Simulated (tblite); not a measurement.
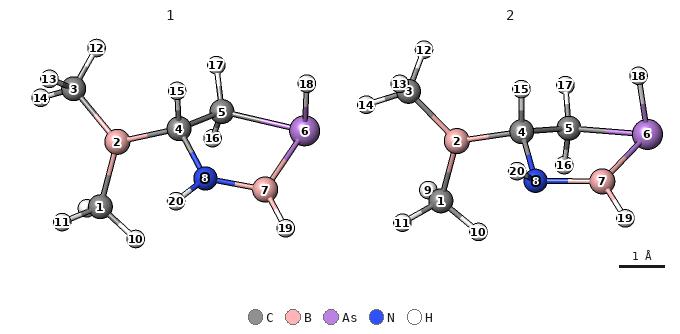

Two geometries of C$_{4}$H$_{12}$AsB$_{2}$N, drawn at one scale. One is the start of a relaxation, the other its converged end. The picture is a ball-and-stick view, seen at a tilt.

Theory: GFN2-xTB geometry optimisation, gas phase in tblite. 

Question: Which one is relaxed?

Answer: Structure 1 is the relaxed one. Over 122 geometry steps the energy falls by 103.7 kJ/mol. The largest move after the best rigid fit is that of H20, 0.80 Å. By element the largest moves are H 0.80 Å, C 0.44 Å, B 0.33 Å, N 0.24 Å, As 0.19 Å. Some distances before and after: B7–N8 1.517 → 1.372 Å, C5–As6 1.961 → 1.998 Å, N8–H20 1.045 → 1.010 Å, As6–H18 1.560 → 1.524 Å. Bond angles that change, for instance: B7–N8–H20 107.5° → 124.8°, C4–N8–B7 106.6° → 121.6°, As6–B7–H19 121.9° → 130.1°. Groups turn about B2–C4 by about 30°, B2–C3 by about 20°.
